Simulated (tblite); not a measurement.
## Molecular dynamics of GeSiNH$_{7}$

System: GeSiNH$_{7}$, SMILES [NH2][GeH2][SiH3].
Method: GFN2-xTB Langevin dynamics, gas phase (tblite 0.8.0).

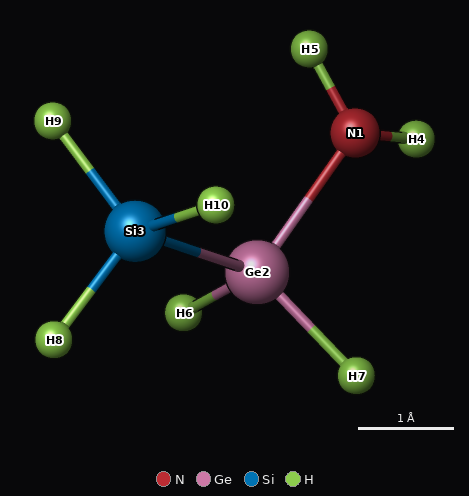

Figure 1. The input geometry (ball-and-stick view, seen at a tilt; atoms are numbered from 1 in the order of the input). Sticks mark near contacts. Bond lengths as drawn: Ge–H 1.51 to 1.53 Å, Ge–N 1.83 Å, Ge–Si 2.33 Å, H–N 1.01 Å and H–Si 1.46 to 1.47 Å.

## Input
```
{"job": {"kind": "md", "xc": "GFN2-xTB", "basis": "xTB", "temperature": 300, "steps": 2000, "every": 50}, "charge": 0, "multiplicity": 1}
N      1.631134     0.745567     0.558438
Ge     0.538346    -0.647559     0.115746
Si    -1.676521     0.049081     0.339578
H      2.626362     0.570360     0.547754
H      1.466374     1.619681     0.079233
H      0.922052    -1.227469    -1.251151
H      1.016795    -1.726114     1.062352
H     -2.600163    -1.029133    -0.013788
H     -1.957696     1.184264    -0.544542
H     -1.957801     0.465977     1.712614
```

The first line tells a small driver script what to run in tblite; the rest is the geometry in Å.

Hardware: 1 CPU thread, shared host.

Run as:
```bash
OMP_NUM_THREADS=1 python <driver script> task.json out
```

## The program's output
```
t/fs     T/K      E/eV
    0.0   254.2   -276.03806
   25.0    94.6   -275.87452
   50.0   177.3   -275.74459
   75.0   191.5   -275.82226
  100.0   247.7   -275.76806
  125.0   149.1   -275.68332
  150.0   233.2   -275.75803
  175.0   304.6   -275.84058
  200.0   253.7   -275.74290
  225.0   227.4   -275.67479
  250.0   225.6   -275.71166
  275.0   262.1   -275.75212
  300.0   270.9   -275.77031
  325.0   108.1   -275.75134
  350.0   184.4   -275.87149
  375.0   122.5   -275.77734
  400.0   183.3   -275.81426
  425.0   283.3   -275.84228
  450.0   175.2   -275.76505
  475.0    86.3   -275.68547
  500.0   195.1   -275.79086
  525.0   269.8   -275.67998
  550.0   375.1   -275.71855
  575.0   346.3   -275.72832
  600.0   435.6   -275.76662
  625.0   409.0   -275.73917
  650.0   277.8   -275.57805
  675.0   303.5   -275.62610
  700.0   315.3   -275.70997
  725.0   370.0   -275.77808
  750.0   283.2   -275.70036
  775.0   326.5   -275.66464
  800.0   370.1   -275.72868
  825.0   413.7   -275.73159
  850.0   359.6   -275.71273
  875.0   325.3   -275.71024
  900.0   213.0   -275.63333
  925.0   410.2   -275.78840
  950.0   259.5   -275.59102
  975.0   280.0   -275.73611
 1000.0   235.8   -275.70601
```

## Trajectory as extended XYZ (Å, eV, eV/Å), 10 of the 41 frames kept, from step=0 to step=40
```
10
Properties=species:S:1:pos:R:3:forces:R:3 step=0 time_fs=0.0 energy=-276.03806 temperature=254.2
N     1.6311    0.7456    0.5584   -0.0022   0.0000  -0.0018
Ge    0.5383   -0.6476    0.1157    0.0015   0.0013   0.0003
Si   -1.6765    0.0491    0.3396   -0.0016   0.0020   0.0011
H     2.6264    0.5704    0.5478   -0.0047  -0.0018  -0.0031
H     1.4664    1.6197    0.0792    0.0003   0.0004   0.0025
H     0.9221   -1.2275   -1.2512   -0.0013   0.0007   0.0021
H     1.0168   -1.7261    1.0624    0.0034  -0.0028   0.0005
H    -2.6002   -1.0291   -0.0138    0.0033   0.0007  -0.0008
H    -1.9577    1.1843   -0.5445    0.0028  -0.0007  -0.0017
H    -1.9578    0.4660    1.7126   -0.0015   0.0002   0.0009
10
Properties=species:S:1:pos:R:3:forces:R:3 step=4 time_fs=100.0 energy=-275.76806 temperature=247.7
N     1.5372    0.6785    0.6779    0.5064  -2.6883   0.5628
Ge    0.4352   -0.6603   -0.0118    0.9372   0.5869   0.5256
Si   -1.7335    0.1326    0.1899   -0.2988  -0.4536  -0.4215
H     2.5238    0.4407    0.8362   -0.6591   0.1632  -0.1784
H     1.4732    1.6104    0.4360   -0.2146   1.9368  -0.7021
H     0.9065   -1.1375   -1.4135   -0.0609   0.0617   0.2309
H     0.8850   -1.7885    0.9381   -0.1808   0.1455  -0.3244
H    -2.5218   -1.0738    0.0501   -0.3204  -0.4514   0.0989
H    -2.1704    0.7858   -1.0608    0.1618   0.3803   0.3659
H    -2.1247    0.6336    1.5055    0.1290   0.3189  -0.1578
10
Properties=species:S:1:pos:R:3:forces:R:3 step=9 time_fs=225.0 energy=-275.67479 temperature=227.4
N     1.7391    0.6437    0.7110    0.5611  -2.0317  -0.4166
Ge    0.3579   -0.5085    0.0911    0.9492   0.0545   0.4371
Si   -1.8375    0.1778    0.3139   -0.6116  -1.3631   0.6402
H     2.6696    0.4981    0.2709   -0.8396  -0.1753   0.4552
H     1.4965    1.5486    0.4457   -0.4639   1.8974  -0.2860
H     0.4515   -0.6485   -1.4127    0.3421  -0.2176  -0.2901
H     0.7847   -1.8962    0.6554   -0.1792   0.5258  -0.2485
H    -2.5253   -1.1958    0.4396    0.2809   0.9173   0.2080
H    -2.4382    0.6042   -0.9186   -0.0386   0.4339  -0.5282
H    -2.1660    1.1195    1.3787   -0.0004  -0.0411   0.0288
10
Properties=species:S:1:pos:R:3:forces:R:3 step=13 time_fs=325.0 energy=-275.75134 temperature=108.1
N     1.5569    0.7740    0.8668   -1.0180   0.5034   0.1371
Ge    0.4596   -0.4886    0.0810    0.9724  -0.0432   0.6674
Si   -1.6743    0.2316    0.6524    1.1052   1.2199  -0.8403
H     2.5532    0.7606    0.9163    0.3101  -0.1526  -0.1600
H     1.2159    1.6902    1.2037    0.2127  -0.9727  -0.5234
H     0.7162   -0.7364   -1.4042    0.0115   0.3620  -0.1990
H     1.1697   -1.7969    0.5435   -0.3720   0.2786   0.1361
H    -2.6201   -0.7038    1.0401   -1.1743  -1.3381   0.4829
H    -2.1519    0.9911   -0.5014   -0.1535  -0.0827  -0.2066
H    -1.5989    1.2746    1.6452    0.1060   0.2252   0.5058
10
Properties=species:S:1:pos:R:3:forces:R:3 step=18 time_fs=450.0 energy=-275.76505 temperature=175.2
N     1.8407    0.2663    0.8919   -0.5995   1.0638  -0.7251
Ge    0.2995   -0.4940    0.0642    0.3563   0.0828   1.1265
Si   -1.7690    0.4715    0.6393   -0.7263   0.0761  -0.0316
H     2.6033    0.1552    0.2248    0.0594   0.0152   0.3050
H     1.7907    1.2950    1.0732   -0.0172  -1.1007  -0.2006
H     0.4490   -0.6616   -1.4223    0.2322  -0.0098  -0.2915
H     0.5914   -1.8699    0.6463   -0.2619  -0.0695  -0.2722
H    -2.5475   -0.3868    1.6329    0.4616   0.5267  -0.6856
H    -2.6235    0.7692   -0.6065    0.5680  -0.3191   0.8457
H    -1.5308    1.7981    1.2568   -0.0726  -0.2654  -0.0705
10
Properties=species:S:1:pos:R:3:forces:R:3 step=22 time_fs=550.0 energy=-275.71855 temperature=375.1
N     1.6363    0.2289    0.7461   -0.0289  -0.8381   0.1464
Ge    0.1853   -0.5759   -0.0062   -0.3600   0.0548   0.1546
Si   -1.6145    0.6840    0.8089    1.1032   1.1905   0.3944
H     2.3712   -0.3839    1.1120   -0.2507   0.6598  -0.4802
H     1.9659    1.1104    0.4087    0.3558   0.1341  -0.0226
H     0.1102   -0.8771   -1.5381    0.3575   0.0853   0.2311
H     0.3587   -1.9438    0.6173   -0.1103  -0.0696  -0.0922
H    -2.4181   -0.0645    1.7045   -0.5162  -0.6384   0.7142
H    -2.6111    1.2063   -0.1238    0.1918   0.1840  -0.1635
H    -0.9174    1.7780    1.7084   -0.7422  -0.7625  -0.8822
10
Properties=species:S:1:pos:R:3:forces:R:3 step=27 time_fs=675.0 energy=-275.62610 temperature=303.5
N     1.5117   -0.2083    0.3445    2.7196   0.6221  -0.3083
Ge   -0.1024   -0.7236    0.1112   -2.3602  -0.8826   0.4287
Si   -1.4770    0.9002    1.0445    0.5851   0.3226  -0.6471
H     2.1891   -0.2962   -0.4265   -0.2825   0.0793   1.0598
H     1.9272   -0.0223    1.2517    0.0850  -0.0872  -0.5530
H    -0.1818   -0.9038   -1.3490   -0.0041  -0.1973  -0.5427
H    -0.3583   -2.1610    0.7237    0.1384   0.3105  -0.2900
H    -2.7704    0.7944    0.4146   -0.5931  -0.1685   0.2593
H    -1.0848    2.2313    0.4664    0.0582  -0.3830   0.5864
H    -1.2804    0.6888    2.4824   -0.3463   0.3842   0.0067
10
Properties=species:S:1:pos:R:3:forces:R:3 step=31 time_fs=775.0 energy=-275.66464 temperature=326.5
N     1.3702   -0.3106    0.2257    2.2504  -0.1548  -0.2613
Ge   -0.3539   -0.6466    0.0699   -0.6101  -0.4613  -0.3775
Si   -1.5630    0.9754    1.3005   -0.5172   0.0627   0.0943
H     2.2349   -0.7743   -0.1481   -1.5796   0.4278   0.3643
H     1.6849    0.5001    0.7158    0.0865   0.4350   0.1383
H    -0.6806   -0.6326   -1.4792    0.0130  -0.1566   0.5012
H    -0.2789   -2.1300    0.4931   -0.4996   0.1492  -0.2181
H    -2.7617    1.6120    0.7142    0.2809  -0.1352  -0.3945
H    -0.6210    2.0981    1.4592   -0.0684  -0.1302   0.2479
H    -2.2771    0.4997    2.5181    0.6441  -0.0366  -0.0945
10
Properties=species:S:1:pos:R:3:forces:R:3 step=36 time_fs=900.0 energy=-275.63333 temperature=213.0
N     1.0509    0.1185   -0.3591   -0.3486  -1.0088   0.8759
Ge   -0.6056   -0.6581    0.1137    0.6806   0.1000   1.0203
Si   -2.0503    1.0358    1.0158    0.6200  -0.9690  -0.0112
H     1.8650   -0.4412   -0.6581   -0.9286   0.4974  -0.0108
H     0.7304    0.7645   -1.0443    0.5629   0.5727  -0.8080
H    -1.2659   -1.1222   -1.1272   -0.2573  -0.3562  -0.6777
H    -0.2784   -2.0146    0.8279   -0.0912   0.5527  -0.1760
H    -3.1553    1.0147    0.1200   -0.7536   0.0726  -0.7969
H    -1.4181    2.3155    0.8108    0.1631   0.3932   0.2830
H    -2.7596    0.6877    2.2429    0.3529   0.1455   0.3014
10
Properties=species:S:1:pos:R:3:forces:R:3 step=40 time_fs=1000.0 energy=-275.70601 temperature=235.8
N     0.6905    0.4792   -0.6443    0.5746  -1.0123  -0.4915
Ge   -0.5941   -0.4567    0.3003   -1.2360   1.9899  -1.0403
Si   -2.2863    1.2055    0.8380    0.5026  -0.0646  -0.8679
H     1.1940   -0.0111   -1.4258   -0.7646   0.9331   1.1079
H     0.6120    1.4785   -0.7958   -0.0097  -0.4838  -0.0950
H    -1.2677   -1.3565   -0.7168    0.0831  -0.2716  -0.0543
H    -0.0137   -1.3653    1.2615    0.6998  -0.6575   0.7126
H    -3.2191    1.1747   -0.3463    0.3812   0.0757   0.5061
H    -1.6276    2.5433    0.8775   -0.2104  -0.3494  -0.0139
H    -3.1244    1.1035    2.0161   -0.0207  -0.1596   0.2362
```

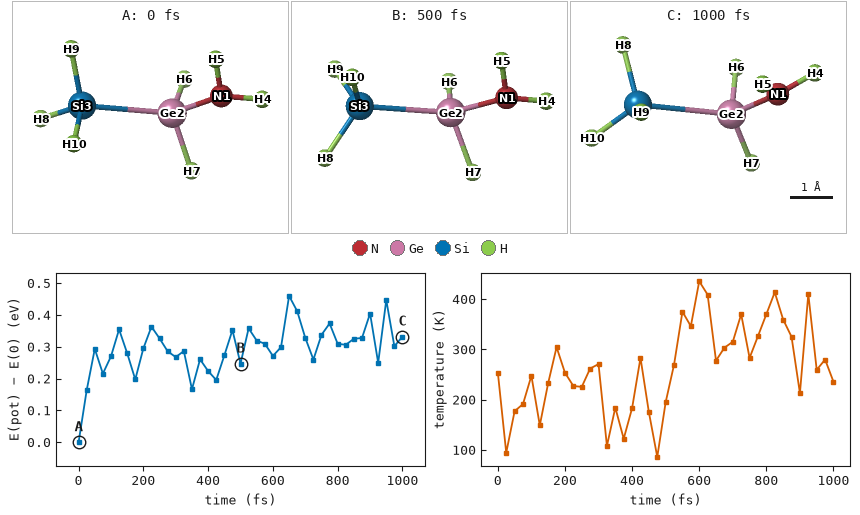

Figure 2. Frames of the molecular dynamics (ball-and-stick, seen at an oblique angle) above the curves, on which the letters mark them. The trajectory kept here has 41 frames over 1000 fs. The temperature starts at 254 K, ranges from 86 to 436 K and averages 323 K over the second half. The potential energy ends 0.332 eV above its first value. After an unweighted best fit of the last frame on the first, the root-mean-square displacement is 0.90 Å.

## Summary

| quantity | value |
| --- | --- |
| outcome | finished |
| mean temperature over the second half | 323 K |
| trajectory | 41 frames kept, 1000 fs |
| wall time | 21 s |
| peak memory | 0.18 GiB |
